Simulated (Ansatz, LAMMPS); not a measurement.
# Force difference against the radius of support functions in ionic liquid triethylsulfonium BF4- with Li salt at 350 K (168 atoms)

Density of this cell: 1.24 g/cm³. The cell holds 168 atoms: 36 C, 6 S, 90 H, 7 B, 28 F and 1 Li. Its edges and angles: a = 12.118 Å, b = 12.118 Å, c = 12.118 Å, α = 90.0°, β = 90.0°, γ = 90.0°. 6 triethylsulfonium, 7 BF4-, 1 Li+ placed at random, at 1.24 g/cm³; overlaps pushed apart, then 10 ps at 700 K with stiff harmonic cages for PF6 and BF4 with UFF radii; Joung-Cheatham ions (J. Phys. Chem. B 112, 9020 (2008)); MMFF94 bonds, angles, torsions, charges and radii (Halgren, J. Comput. Chem. 17, 490 (1996)) in harmonic and 12-6 forms; charges of ions scaled by 0.8. Snapshot after 30 ps at 350 K and fixed volume.

Calculated with Ansatz 0.2.0: Kohn-Sham DFT, PBE+D4, PAW (set soft_2), localised support functions (medium), with the radius typed; the reference is Kohn-Sham DFT, PBE+D4, PAW (set soft_2), plane waves, cutoff 750 eV, Γ point, fixed occupations, with an r.m.s. force component of 0.999 eV/Å.

```
radius (Å)  r.m.s. force difference (meV/Å)     time
      3.34                            0.459     35 s
      3.61                                ?        ?
      3.85                             0.36     48 s
      4.13                            0.352     60 s
      4.64                             0.34     82 s
      5.16                            0.334  1.9 min
```

**Question.** Fit a power law of the radius to the rows given and interpolate to the withheld row.

**Working.**

A power law y = A x^b is a line in u = ln x and v = ln y.

| u = ln x | v = ln y |
| --- | --- |
| 1.20597 | -0.778705 |
| 1.34807 | -1.02165 |
| 1.41828 | -1.04412 |
| 1.53471 | -1.07881 |
| 1.64094 | -1.09661 |

With n = 5: mean u = 1.42959, mean v = -1.00398, Σ(u − ū)² = 0.11250, Σ(u − ū)(v − v̄) = -0.075926. Slope b = -0.075926 / 0.11250 = -0.67491; intercept a = v̄ − b ū = -0.039131.

At the withheld row u = 1.284, v = a + b u = -0.9055, and y = exp(v).

Prediction at 3.61: 0.4043 meV/Å. The run gave 0.402 meV/Å, so the fit is high by 0.0023 meV/Å (0.58 % of the value).

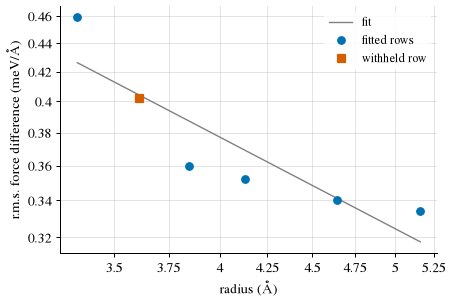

The fit, the rows that it rests on and the withheld row.

The fitted exponent is -0.67. Between neighbouring rows, the withheld one included, the exponents are -1.7, -1.7, -0.32, -0.30 and -0.17, so one power law doesn't hold over the range: the values level off at a floor. Among the rows given, the largest relative miss of the fit is at 3.85, by 0.027 meV/Å (7.5 %).

Limits: The difference holds the reference's own basis error, which sets a floor under it.

[Logs are printed without paths, hosts, clocks, repeated set-up lines and the standing remarks that a program may print on its own settings, such as how far it seeks lower states.]

[Hosts, paths, dates, database ids (printed as entryN), source tags and the programs' standing remarks are cut or masked in the printed files.]

[The MMFF94 radii named for the starting cell were scaled by 0.96; in molecules described by MMFF94, hydrogen bound to N, O or S took a small fixed 12-6 site in their place.]
